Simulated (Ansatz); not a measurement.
The calculation's input:

```
crystal:
  periodic: [false, false, false]
  atoms:
    - {symbol: Si, position_ang: [-0.416694, 0.977006, 0.082856]}
    - {symbol: F, position_ang: [0.115193, -2.184617, -1.211445]}
    - {symbol: H, position_ang: [-1.468274, 1.228171, -0.927973]}
    - {symbol: H, position_ang: [-0.170400, 2.155539, 0.945258]}
    - {symbol: N, position_ang: [-0.793023, -0.331043, 1.098969]}
    - {symbol: H, position_ang: [0.603560, -1.387181, -1.326497]}
    - {symbol: S, position_ang: [1.305888, 0.675569, -1.212950]}
    - {symbol: H, position_ang: [-0.889380, -1.259027, 0.712779]}
    - {symbol: H, position_ang: [-0.466391, -0.347550, 2.050625]}
    - {symbol: H, position_ang: [2.179619, 0.473135, -0.211722]}
basis:
  gaussian: {orbitals: def2-TZVPP}
hamiltonian: {xc: pbe0, dispersion: d4}
output: {orbitals: {seedname: orbitals}}
```

Command:

```sh
ansatz run in.yaml --threads 4 --pin off --events-out ev --progress --plain --max-ram 9574MiB
```

The product side of a reaction path; geometry: PBE0-D4/def2-TZVP; a saddle point, not a minimum.

Method: RKS PBE0-D4/def2-TZVPP (Ansatz 0.2.0).

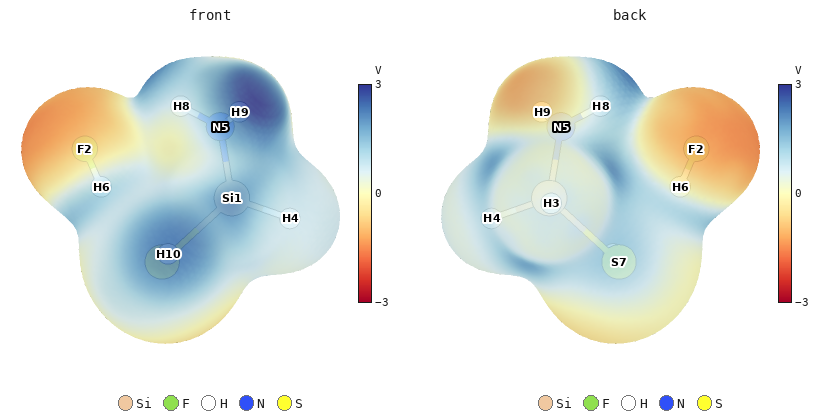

H5NSSi···HF. The molecular electrostatic potential painted on the density surface at 0.004 e/bohr³, seen from the front and from behind; the colour scale runs from red (negative) to blue (positive).

Q: Which sites attract a positive test charge, and which a negative one?

A: A positive charge is drawn to the negative regions and a negative charge to the positive ones. The most negative region (about −1.4 V, or −32 kcal/mol for a unit charge) lies over F2, the most positive (about +2.8 V, or +65 kcal/mol for a unit charge) over H9.
